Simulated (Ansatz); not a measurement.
# ClF₃HOTa: one molecule under many settings

How do the results and run time of ClF₃HOTa respond when the settings are drawn wide?

Computed with Ansatz 0.2.0, Gaussian basis. Level: the settings change from run to run.

## (1) The molecule

The structure was relaxed beforehand with PBE0-D4 in a triple-zeta def2 set. Ta takes a core potential in def2 sets; no spin-orbit term is included.

SMILES `[OH][Ta]([F])([F])([F])[Cl]`, 7 atoms, charge 0, spin multiplicity 1.

Atoms are counted from 1 here; the program's logs count them from 0.

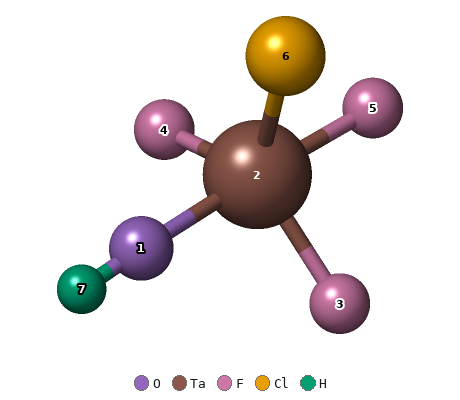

The geometry (oxygen purple, tantalum brown, fluorine pink, chlorine amber, hydrogen teal); atoms are numbered from 1 in the order of the file.

## (2) PBEsol/def2-TZVPP

This run has high accuracy.

Contents of in.yaml:

```yaml
crystal:
  periodic: [false, false, false]
  atoms:
    - {symbol: O, position_ang: [0.071986, -1.321343, 0.711965]}
    - {symbol: Ta, position_ang: [0.002625, 0.288154, -0.230807]}
    - {symbol: F, position_ang: [1.766149, 0.076908, -0.774493]}
    - {symbol: F, position_ang: [-1.454207, -0.317451, -1.211155]}
    - {symbol: F, position_ang: [-0.039531, 1.829462, -1.311827]}
    - {symbol: Cl, position_ang: [-0.405042, 1.550384, 1.635213]}
    - {symbol: H, position_ang: [0.119421, -2.174215, 1.135303]}
basis:
  gaussian: {orbitals: def2-TZVPP}
hamiltonian: {xc: {name: PBEsol}}
accuracy: high
output: {forces: true}
```

Command:

```console
$ ansatz run in.yaml --threads 4 --pin off --events-out ev --progress --plain --max-ram 10444MiB
```

Log:

```text
Functional definition: PBEsol
  name "PBEsol"
  cite "Perdew et al., Phys. Rev. Lett. 100, 136406 (2008) doi:10.1103/PhysRevLett.100.136406"
  cite "Perdew, Burke & Ernzerhof, Phys. Rev. Lett. 77, 3865 (1996) doi:10.1103/PhysRevLett.77.3865"
  parent pbesol
  exchange = pbesol_x
  correlation = pbesol_c
3940 factors; integrals over basis functions are off by at most 7.6e-7 eV
mean field evaluation 1: about -24225.5018 eV, gradient 8.8e1 eV
mean field evaluation 2: about -24074.1883 eV, gradient 2.8e2 eV
mean field evaluation 4: about -24235.5151 eV, gradient 3.2e1 eV
mean field evaluation 8: about -24237.2811 eV, gradient 5.7e-1 eV
mean field evaluation 16: about -24237.2825 eV, gradient 4.7e-4 eV
mean field -24237.28245548 eV, -890.7037016189 hartree, gradient 6.3e-8 eV, S^2 0.000000; 0 other end points of the search recorded, 0 dependent functions left out
the calculation of the forces begins
reference -24237.28246081 eV, -890.7037018148 hartree; 33, 33 occupied and 203, 203 virtual orbitals, 3940 factors
Total energy: -24237.28246081 eV, -890.7037018148 hartree
Atom 0 at     0.071986    -1.321343     0.711965 Å, force    -0.015480     0.216180    -0.082997 eV/Å
Atom 1 at     0.002625     0.288154    -0.230807 Å, force    -0.035041     0.201738     0.075722 eV/Å
Atom 2 at     1.766149     0.076908    -0.774493 Å, force     0.165094    -0.027045    -0.057432 eV/Å
Atom 3 at    -1.454207    -0.317451    -1.211155 Å, force    -0.132966    -0.063827    -0.097732 eV/Å
Atom 4 at    -0.039531     1.829462    -1.311827 Å, force    -0.003852     0.181430    -0.134305 eV/Å
Atom 5 at    -0.405042     1.550384     1.635213 Å, force    -0.007912     0.024536     0.036348 eV/Å
Atom 6 at     0.119421    -2.174215     1.135303 Å, force     0.030157    -0.533013     0.260396 eV/Å
Dipole moment:     0.020930    -0.571965     0.363051 e Å
```

It took 11 s on 4 threads of AMD EPYC 7B13, shared host; peak memory 1.3 GiB.

Largest force 0.594 eV/Å, dipole 3.26 D.

## (3) r2SCANh/def2-TZVP

Set apart from the defaults: charge +1, multiplicity 2, D4 dispersion, high accuracy.

Edit in.yaml of step 2 so:

```diff
@@ -11,4 +11,6 @@
 basis:
-  gaussian: {orbitals: def2-TZVPP}
-hamiltonian: {xc: {name: PBEsol}}
+  gaussian: {orbitals: def2-TZVP}
+total_charge: 1
+magnetization: {spin_polarized: true, initial_magnetization: 1}
+hamiltonian: {xc: {name: r2SCANh}, dispersion: d4}
 accuracy: high
```

Launched as before.

Log (excerpt; [...] marks lines left out):

```text
Functional definition: r2SCANh
  name "r2SCANh"
  cite "Bursch, Neugebauer, Ehlert & Grimme, J. Chem. Phys. 156, 134105 (2022) doi:10.1063/5.0086040"
  cite "Furness, Kaplan, Ning, Perdew & Sun, J. Phys. Chem. Lett. 11, 8208 (2020) doi:10.1021/acs.jpclett.0c02405"
  cite "Furness, Kaplan, Ning, Perdew & Sun, J. Phys. Chem. Lett. 11, 9248 (2020) doi:10.1021/acs.jpclett.0c03077"
  parent r2scan
[...]
3515 factors; integrals over basis functions are off by at most 7.5e-7 eV
[...]
mean field -24285.19966689 eV, -892.4646266587 hartree, gradient 5.8e-8 eV, S^2 0.767778; 9 other end points of the search recorded, 0 dependent functions left out
[...]
reference -24285.19966998 eV, -892.4646267722 hartree; 33, 32 occupied and 174, 175 virtual orbitals, 3515 factors
Total energy: -24285.23454497 eV, -892.4659084044 hartree
Atom 0 at     0.071986    -1.321343     0.711965 Å, force    -0.096727    -0.365707     1.042448 eV/Å
Atom 1 at     0.002625     0.288154    -0.230807 Å, force     0.481061     1.018917    -4.469410 eV/Å
Atom 2 at     1.766149     0.076908    -0.774493 Å, force    -1.015070    -0.087961     0.374865 eV/Å
Atom 3 at    -1.454207    -0.317451    -1.211155 Å, force     0.871973     0.142942     0.630882 eV/Å
Atom 4 at    -0.039531     1.829462    -1.311827 Å, force    -0.079117    -0.366652     0.915551 eV/Å
Atom 5 at    -0.405042     1.550384     1.635213 Å, force    -0.194066     0.362959     1.103357 eV/Å
Atom 6 at     0.119421    -2.174215     1.135303 Å, force     0.031946    -0.704498     0.402306 eV/Å
Dipole moment:    -0.108645    -0.435859     1.195863 e Å
```

Run time: 44 s. Hardware: 4 threads of AMD EPYC 7B13, shared host; peak memory 1.8 GiB.

Largest force 4.609 eV/Å, ⟨S²⟩ 0.768.

## (4) CAM-B3LYP/ANO-RCC-VTZP

Options: coordinates scaled by 0.92, a grid of angular degree 11, the search for lower states set to full.

Contents of in.yaml:

```yaml
crystal:
  periodic: [false, false, false]
  atoms:
    - {symbol: O, position_ang: [0.066227, -1.215635, 0.655008]}
    - {symbol: Ta, position_ang: [0.002415, 0.265102, -0.212343]}
    - {symbol: F, position_ang: [1.624857, 0.070756, -0.712534]}
    - {symbol: F, position_ang: [-1.337871, -0.292055, -1.114262]}
    - {symbol: F, position_ang: [-0.036369, 1.683105, -1.206881]}
    - {symbol: Cl, position_ang: [-0.372639, 1.426353, 1.504396]}
    - {symbol: H, position_ang: [0.109867, -2.000278, 1.044479]}
basis:
  gaussian: {orbitals: ANO-RCC-VTZP, final_grid: {core_spheres: 5, valence_spheres: 4, degree: 11}}
hamiltonian: {xc: {name: CAM-B3LYP}}
scf: {lower_state_search: full}
output: {forces: true}
```

Launched as before.

Log (excerpt; [...] marks lines left out):

```text
Functional definition: CAM-B3LYP
  name "CAM-B3LYP"
  cite "Yanai, Tew & Handy, Chem. Phys. Lett. 393, 51 (2004) doi:10.1016/j.cplett.2004.06.011"
  cite "Iikura, Tsuneda, Yanai & Hirao, J. Chem. Phys. 115, 3540 (2001) doi:10.1063/1.1383587"
  cite "Becke, Phys. Rev. A 38, 3098 (1988) doi:10.1103/PhysRevA.38.3098"
  cite "Lee, Yang & Parr, Phys. Rev. B 37, 785 (1988) doi:10.1103/PhysRevB.37.785"
  cite "Vosko, Wilk & Nusair, Can. J. Phys. 58, 1200 (1980) doi:10.1139/p80-159"
[...]
  # Exact exchange under (alpha + beta erf(omega r))/r, Becke's under what is left of 1/r.
[...]
2007 factors; integrals over basis functions are off by at most 7.2e-4 eV
372 factors; integrals over basis functions are off by at most 1.2e-5 eV
[...]
mean field -447507.49721253 eV, -16445.5971910842 hartree, gradient 4.8e-5 eV, S^2 0.000000; 2 other end points of the search recorded, 0 dependent functions left out
[...]
reference -447507.49739374 eV, -16445.5971977438 hartree; 63, 63 occupied and 209, 209 virtual orbitals, 2007 factors
Total energy: -447507.49739374 eV, -16445.5971977438 hartree
Relativity: scalar
Atom 0 at     0.066227    -1.215635     0.655008 Å, force     0.095217    -2.911540     1.915617 eV/Å
Atom 1 at     0.002415     0.265102    -0.212343 Å, force    -0.573324     1.886111     2.520549 eV/Å
Atom 2 at     1.624857     0.070756    -0.712534 Å, force     7.238861    -0.988747    -2.469763 eV/Å
Atom 3 at    -1.337871    -0.292055    -1.114262 Å, force    -5.888839    -2.596734    -4.249587 eV/Å
Atom 4 at    -0.036369     1.683105    -1.206881 Å, force    -0.157201     6.512813    -4.719441 eV/Å
Atom 5 at    -0.372639     1.426353     1.504396 Å, force    -0.983213     3.053193     4.492033 eV/Å
Atom 6 at     0.109867    -2.000278     1.044479 Å, force     0.268499    -4.955097     2.510593 eV/Å
Dipole moment:     0.023905    -0.546864     0.318414 e Å
```

It took 42 s on 4 threads of AMD EPYC 7B13, shared host; peak memory 1.7 GiB.

Largest force 8.045 eV/Å, dipole 3.04 D.

## (5) PBEsol/def2-TZVPP

Set apart from the defaults: charge +1, multiplicity 2.

Contents of in.yaml:

```yaml
crystal:
  periodic: [false, false, false]
  atoms:
    - {symbol: O, position_ang: [0.071986, -1.321343, 0.711965]}
    - {symbol: Ta, position_ang: [0.002625, 0.288154, -0.230807]}
    - {symbol: F, position_ang: [1.766149, 0.076908, -0.774493]}
    - {symbol: F, position_ang: [-1.454207, -0.317451, -1.211155]}
    - {symbol: F, position_ang: [-0.039531, 1.829462, -1.311827]}
    - {symbol: Cl, position_ang: [-0.405042, 1.550384, 1.635213]}
    - {symbol: H, position_ang: [0.119421, -2.174215, 1.135303]}
basis:
  gaussian: {orbitals: def2-TZVPP}
total_charge: 1
magnetization: {spin_polarized: true, initial_magnetization: 1}
hamiltonian: {xc: {name: PBEsol}}
```

Launched as before.

Log:

```text
Functional definition: PBEsol
  name "PBEsol"
  cite "Perdew et al., Phys. Rev. Lett. 100, 136406 (2008) doi:10.1103/PhysRevLett.100.136406"
  cite "Perdew, Burke & Ernzerhof, Phys. Rev. Lett. 77, 3865 (1996) doi:10.1103/PhysRevLett.77.3865"
  parent pbesol
  exchange = pbesol_x
  correlation = pbesol_c
1309 factors; their error is unknown
mean field evaluation 1: about -24200.2249 eV, gradient 9.0e1 eV
mean field evaluation 2: about -23851.2436 eV, gradient 3.0e2 eV
mean field evaluation 4: about -24210.5575 eV, gradient 6.6e1 eV
mean field evaluation 8: about -24224.9157 eV, gradient 1.2e1 eV
mean field evaluation 16: about -24225.8371 eV, gradient 4.5e-2 eV
mean field evaluation 32: about -24225.8371 eV, gradient 9.7e-5 eV
mean field evaluation 64: about -24224.9272 eV, gradient 3.8e0 eV
mean field -24225.83710975 eV, -890.2830929211 hartree, gradient 4.4e-6 eV, S^2 0.754374; 10 other end points of the search recorded, 0 dependent functions left out
reference -24225.83715834 eV, -890.2830947068 hartree; 33, 32 occupied and 203, 204 virtual orbitals, 1309 factors
Total energy: -24225.83715834 eV, -890.2830947068 hartree
```

It took 14 s on 4 threads of AMD EPYC 7B13, shared host; peak memory 0.5 GiB.

⟨S²⟩ 0.754.

## (6) revPBE/def2-TZVPP

Options: D4 dispersion.

Edit in.yaml of step 5 so:

```diff
@@ -12,4 +12,2 @@
   gaussian: {orbitals: def2-TZVPP}
-total_charge: 1
-magnetization: {spin_polarized: true, initial_magnetization: 1}
-hamiltonian: {xc: {name: PBEsol}}
+hamiltonian: {xc: {name: revPBE}, dispersion: d4}
```

The command is unchanged.

Log:

```text
Functional definition: revPBE
  name "revPBE"
  cite "Zhang & Yang, Phys. Rev. Lett. 80, 890 (1998) doi:10.1103/PhysRevLett.80.890"
  cite "Perdew, Burke & Ernzerhof, Phys. Rev. Lett. 77, 3865 (1996) doi:10.1103/PhysRevLett.77.3865"
  parameter kappa = 1.245
  parameter beta = 0.06672455060314922
  exchange = pbe_x(kappa = kappa, mu = beta*pi^2/3)
  correlation = pbe_c(beta = beta)
1309 factors; their error is unknown
mean field evaluation 1: about -24285.8575 eV, gradient 9.2e1 eV
mean field evaluation 2: about -24124.3742 eV, gradient 2.9e2 eV
mean field evaluation 4: about -24296.6634 eV, gradient 3.3e1 eV
mean field evaluation 8: about -24298.5244 eV, gradient 5.9e-1 eV
mean field evaluation 16: about -24298.5081 eV, gradient 3.1e-4 eV
mean field -24298.50808376 eV, -892.9537019578 hartree, gradient 8.5e-5 eV, S^2 0.000000; 0 other end points of the search recorded, 0 dependent functions left out
reference -24298.50814485 eV, -892.9537042029 hartree; 33, 33 occupied and 203, 203 virtual orbitals, 1309 factors
Total energy: -24298.88804582 eV, -892.9676653061 hartree
```

It took 1.9 s on 4 threads of AMD EPYC 7B13, shared host; peak memory 0.33 GiB.

## (7) PBE0/def2-TZVP

Set apart from the defaults: D3(BJ) with three-body dispersion.

Edit in.yaml of step 6 so:

```diff
@@ -11,3 +11,4 @@
 basis:
-  gaussian: {orbitals: def2-TZVPP}
-hamiltonian: {xc: {name: revPBE}, dispersion: d4}
+  gaussian: {orbitals: def2-TZVP}
+hamiltonian: {xc: {name: PBE0}, dispersion: d3bjatm}
+output: {forces: true}
```

Same command.

Log (excerpt; [...] marks lines left out):

```text
Functional definition: PBE0
  name "PBE0"
  cite "Adamo & Barone, J. Chem. Phys. 110, 6158 (1999) doi:10.1063/1.478522"
  cite "Perdew, Burke & Ernzerhof, Phys. Rev. Lett. 77, 3865 (1996) doi:10.1103/PhysRevLett.77.3865"
  parent pbe
[...]
1339 factors; their error is unknown
[...]
mean field -24287.90913442 eV, -892.5641977539 hartree, gradient 4.1e-5 eV, S^2 0.000000; 0 other end points of the search recorded, 0 dependent functions left out
[...]
reference -24287.90916839 eV, -892.5641990022 hartree; 33, 33 occupied and 174, 174 virtual orbitals, 1339 factors
Total energy: -24288.04550582 eV, -892.5692093105 hartree
Atom 0 at     0.071986    -1.321343     0.711965 Å, force     0.000269    -0.003674     0.000980 eV/Å
Atom 1 at     0.002625     0.288154    -0.230807 Å, force    -0.000673     0.005496    -0.000297 eV/Å
Atom 2 at     1.766149     0.076908    -0.774493 Å, force     0.003042    -0.001027    -0.001015 eV/Å
Atom 3 at    -1.454207    -0.317451    -1.211155 Å, force    -0.002341    -0.001970    -0.001616 eV/Å
Atom 4 at    -0.039531     1.829462    -1.311827 Å, force     0.000131     0.002430    -0.002100 eV/Å
Atom 5 at    -0.405042     1.550384     1.635213 Å, force    -0.000412     0.000938     0.002347 eV/Å
Atom 6 at     0.119421    -2.174215     1.135303 Å, force    -0.000015    -0.002193     0.001701 eV/Å
Dipole moment:     0.018673    -0.588042     0.394260 e Å
```

It took 3 s on 4 threads of AMD EPYC 7B13, shared host; peak memory 0.59 GiB.

Largest force 0.006 eV/Å, dipole 3.40 D.

## (8) RPBE/def2-TZVPD

This run has coordinates scaled by 1.25, a point charge of 0.50 e beside it, D4 dispersion, high accuracy.

Contents of in.yaml:

```yaml
crystal:
  periodic: [false, false, false]
  atoms:
    - {symbol: O, position_ang: [0.089982, -1.651679, 0.889956]}
    - {symbol: Ta, position_ang: [0.003281, 0.360193, -0.288509]}
    - {symbol: F, position_ang: [2.207686, 0.096135, -0.968117]}
    - {symbol: F, position_ang: [-1.817759, -0.396814, -1.513943]}
    - {symbol: F, position_ang: [-0.049414, 2.286828, -1.639784]}
    - {symbol: Cl, position_ang: [-0.506303, 1.937980, 2.044017]}
    - {symbol: H, position_ang: [0.149276, -2.717769, 1.419129]}
basis:
  gaussian: {orbitals: def2-TZVPD, point_charges: [{charge: 0.50, position_ang: [4.834, -0.023, 0.251]}]}
hamiltonian: {xc: {name: RPBE}, dispersion: d4}
accuracy: high
output: {forces: true}
```

Launched as before.

Log (excerpt; [...] marks lines left out):

```text
Functional definition: RPBE
  name "RPBE"
  cite "Hammer, Hansen & Nørskov, Phys. Rev. B 59, 7413 (1999) doi:10.1103/PhysRevB.59.7413"
  cite "Perdew, Burke & Ernzerhof, Phys. Rev. Lett. 77, 3865 (1996) doi:10.1103/PhysRevLett.77.3865"
[...]
4145 factors; integrals over basis functions are off by at most 7.5e-7 eV
[...]
mean field -24293.46371398 eV, -892.7683247876 hartree, gradient 1.9e-8 eV, S^2 0.000000; 0 other end points of the search recorded, 0 dependent functions left out
[...]
reference -24293.46372028 eV, -892.7683250193 hartree; 33, 33 occupied and 225, 225 virtual orbitals, 4145 factors
Total energy: -24293.82497501 eV, -892.7816008855 hartree
Atom 0 at     0.089982    -1.651679     0.889956 Å, force     0.128606    -0.068802    -0.156367 eV/Å
Atom 1 at     0.003281     0.360193    -0.288509 Å, force    -0.421013    -0.803813    -1.240452 eV/Å
Atom 2 at     2.207686     0.096135    -0.968117 Å, force    -3.951816     0.492143     1.462340 eV/Å
Atom 3 at    -1.817759    -0.396814    -1.513943 Å, force     3.820341     1.573329     2.616264 eV/Å
Atom 4 at    -0.049414     2.286828    -1.639784 Å, force     0.163573    -3.874784     2.795293 eV/Å
Atom 5 at    -0.506303     1.937980     2.044017 Å, force     0.676700    -2.025989    -2.948588 eV/Å
Atom 6 at     0.149276    -2.717769     1.419129 Å, force    -0.288109     4.692168    -2.426037 eV/Å
Dipole moment:    -0.276018    -0.665224     0.642579 e Å
```

It took 13 s on 4 threads of AMD EPYC 7B13, shared host; peak memory 1.6 GiB.

Largest force 5.290 eV/Å, dipole 4.64 D.

## (9) PBE-QIDH/def2-TZVP

This run has unrestricted orbitals, atoms shaken by 0.15 Å, the search for lower states set to light.

Contents of in.yaml:

```yaml
crystal:
  periodic: [false, false, false]
  atoms:
    - {symbol: O, position_ang: [-0.140167, -1.453580, 0.976980]}
    - {symbol: Ta, position_ang: [-0.051820, 0.347915, 0.067963]}
    - {symbol: F, position_ang: [1.771773, 0.296951, -0.427808]}
    - {symbol: F, position_ang: [-1.590210, -0.365928, -1.407675]}
    - {symbol: F, position_ang: [0.023699, 1.757433, -1.468468]}
    - {symbol: Cl, position_ang: [-0.703292, 1.682058, 1.676742]}
    - {symbol: H, position_ang: [0.097795, -1.977214, 1.169038]}
basis:
  gaussian: {orbitals: def2-TZVP}
magnetization: {spin_polarized: true, initial_magnetization: 0}
hamiltonian: {xc: {name: PBE-QIDH}}
scf: {lower_state_search: light}
output: {forces: true}
```

The command is unchanged.

Log (excerpt; [...] marks lines left out):

```text
Functional definition: PBE-QIDH
  name "PBE-QIDH"
  cite "Brémond, Sancho-García, Pérez-Jiménez & Adamo, J. Chem. Phys. 141, 031101 (2014) doi:10.1063/1.4890314"
  cite "Perdew, Burke & Ernzerhof, Phys. Rev. Lett. 77, 3865 (1996) doi:10.1103/PhysRevLett.77.3865"
[...]
1455 factors; integrals over basis functions are off by at most 7.6e-4 eV
[...]
mean field -24254.53383258 eV, -891.3376780338 hartree, gradient 1.3e-6 eV, S^2 0.000000; 0 other end points of the search recorded, 0 dependent functions left out
9 core orbitals not correlated: weight in the atoms' cores, before any rotation towards them, 1.000 or more for the frozen orbitals, at most 0.000 for the correlated occupied ones
reference -24254.53384569 eV, -891.3376785154 hartree; 24, 24 occupied and 174, 174 virtual orbitals, 1455 factors
second order -47.25381488 eV of doubles, -0.00000000 eV of singles
[...]
Total energy: -24270.28511731 eV, -891.9165270711 hartree
Atom 0 at    -0.140167    -1.453580     0.976980 Å, force   -29.407614    69.931316   -25.733970 eV/Å
Atom 1 at    -0.051820     0.347915     0.067963 Å, force    -1.397048    -3.242684    -7.591314 eV/Å
Atom 2 at     1.771773     0.296951    -0.427808 Å, force    -1.649790    -0.315938     1.455938 eV/Å
Atom 3 at    -1.590210    -0.365928    -1.407675 Å, force     3.138540     1.318111     3.638147 eV/Å
Atom 4 at     0.023699     1.757433    -1.468468 Å, force    -0.372057    -2.370044     3.418555 eV/Å
Atom 5 at    -0.703292     1.682058     1.676742 Å, force    -0.140958     0.640599     0.822473 eV/Å
Atom 6 at     0.097795    -1.977214     1.169038 Å, force    29.828927   -65.961360    23.990172 eV/Å
Dipole moment:     0.288326    -0.124648     1.104645 e Å
```

Wall time 20 s (4 threads of AMD EPYC 7B13, shared host); peak memory 1.1 GiB.

Largest force 80.109 eV/Å, dipole 5.52 D, ⟨S²⟩ 0.000.

## (10) B97/ANO-RCC-VTZP

Contents of in.yaml:

```yaml
crystal:
  periodic: [false, false, false]
  atoms:
    - {symbol: O, position_ang: [0.071986, -1.321343, 0.711965]}
    - {symbol: Ta, position_ang: [0.002625, 0.288154, -0.230807]}
    - {symbol: F, position_ang: [1.766149, 0.076908, -0.774493]}
    - {symbol: F, position_ang: [-1.454207, -0.317451, -1.211155]}
    - {symbol: F, position_ang: [-0.039531, 1.829462, -1.311827]}
    - {symbol: Cl, position_ang: [-0.405042, 1.550384, 1.635213]}
    - {symbol: H, position_ang: [0.119421, -2.174215, 1.135303]}
basis:
  gaussian: {orbitals: ANO-RCC-VTZP}
hamiltonian: {xc: {name: B97}}
```

Launched as before.

Log (excerpt; [...] marks lines left out):

```text
Functional definition: B97
  name "B97"
  cite "Becke, J. Chem. Phys. 107, 8554 (1997) doi:10.1063/1.475007"
[...]
      + integral(e_c_pw_opposite_spin*poly(b97_u_opposite, cos0, cos1, cos2))
2470 factors; their error is unknown
[...]
mean field -447485.13714304 eV, -16444.7754736868 hartree, gradient 3.1e-5 eV, S^2 0.000000; 0 other end points of the search recorded, 0 dependent functions left out
reference -447485.13719610 eV, -16444.7754756366 hartree; 63, 63 occupied and 209, 209 virtual orbitals, 2470 factors
Total energy: -447485.13719610 eV, -16444.7754756366 hartree
Relativity: scalar
```

Run time: 19 s. Hardware: 4 threads of AMD EPYC 7B13, shared host; peak memory 1.5 GiB.

## (11) The runs in one table

```
                 level  charge  multiplicity              geometry  functions  energy (eV)   time
     PBEsol/def2-TZVPP       0             1               relaxed        236   -24237.282   11 s
     r2SCANh/def2-TZVP       1             2               relaxed        207   -24285.235   44 s
CAM-B3LYP/ANO-RCC-VTZP       0             1                scaled        272  -447507.497   42 s
     PBEsol/def2-TZVPP       1             2               relaxed        236   -24225.837   14 s
     revPBE/def2-TZVPP       0             1               relaxed        236   -24298.888  1.9 s
        PBE0/def2-TZVP       0             1               relaxed        207   -24288.046    3 s
       RPBE/def2-TZVPD       0             1  scaled, point charge        258   -24293.825   13 s
    PBE-QIDH/def2-TZVP       0             1                shaken        207   -24270.285   20 s
      B97/ANO-RCC-VTZP       0             1               relaxed        272  -447485.137   19 s
```

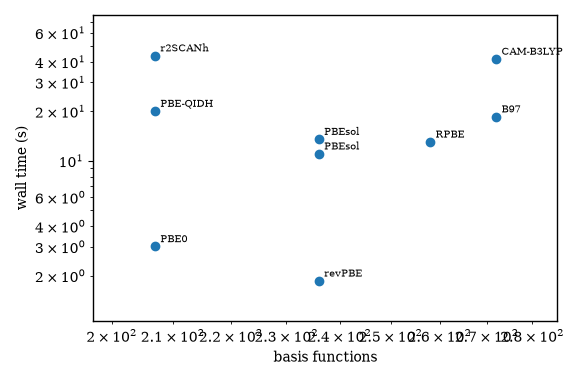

Wall time against the number of basis functions (shared host).

## (12) Outcome

| quantity | value |
| --- | --- |
| runs | 9 |
| quickest | revPBE/def2-TZVPP, 1.9 s |
| slowest | r2SCANh/def2-TZVP, 44 s |
| spread of total energies, same state and geometry | 423247.9 eV |
| dipole, same state and geometry | 3.26 to 3.40 D |

r2SCANh/def2-TZVP took 23 times as long as revPBE/def2-TZVPP. The jobs differ in tasks and options as well as level. Total energies at one charge and spin differ by 423248 eV between levels, so only differences within one level mean anything. Some of these runs are scalar-relativistic and others not, which shifts the totals of all-electron atoms past neon by several eV an atom and more; core potentials, where a basis has them, take the core out of the total altogether. At the PBE0-D4/def2-TZVP geometry and in the same state, the sound runs without point charges leave forces up to 0.59 eV/Å (PBEsol/def2-TZVPP), against 80.1 eV/Å where the atoms were moved.
